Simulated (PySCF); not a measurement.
```yaml
atoms:
  - { symbol: Si, position_ang: [-0.1258, -0.3454, 0.1529] }
  - { symbol: Si, position_ang: [-1.7969, -0.7639, 1.7377] }
  - { symbol: Si, position_ang: [-0.6972, -0.9159, -2.0495] }
  - { symbol: O, position_ang: [0.1276, 1.3158, 0.1886] }
  - { symbol: Si, position_ang: [1.3627, 2.3832, -0.1024] }
  - { symbol: N, position_ang: [1.2594, -1.2826, 0.5755] }
  - { symbol: H, position_ang: [-2.2453, -2.1894, 1.6600] }
  - { symbol: H, position_ang: [-2.9795, 0.1233, 1.5160] }
  - { symbol: H, position_ang: [-1.2625, -0.5124, 3.1150] }
  - { symbol: H, position_ang: [0.4777, -0.6907, -2.9531] }
  - { symbol: H, position_ang: [-1.0974, -2.3543, -2.1479] }
  - { symbol: H, position_ang: [-1.8303, -0.0680, -2.5323] }
  - { symbol: H, position_ang: [2.1327, 1.9837, -1.3227] }
  - { symbol: H, position_ang: [0.7780, 3.7372, -0.3134] }
  - { symbol: H, position_ang: [2.3058, 2.4324, 1.0562] }
  - { symbol: H, position_ang: [1.9918, -1.4965, -0.0917] }
  - { symbol: H, position_ang: [1.5897, -1.3570, 1.5310] }
```

Geometry: PBE0-D3(BJ)/def2-SVP.

The calculation used PySCF 2.14.0, PBE0/pcSseg-1, SCF density, gas phase, non-relativistic.

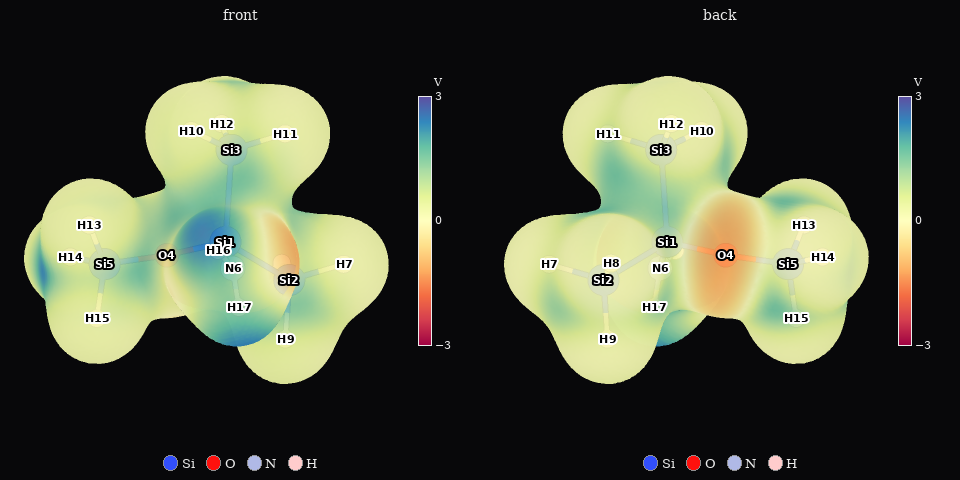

H11NOSi4. The electrostatic potential painted on the density surface at 0.004 e/bohr³, seen from the front and from behind; red is negative and blue positive.

Where is the surface potential most negative and most positive?

The most negative region (about −1.2 V) lies over O4, the most positive (about +2.4 V) over Si5, H16 and H17. O4 is the likeliest acceptor of a hydrogen bond.
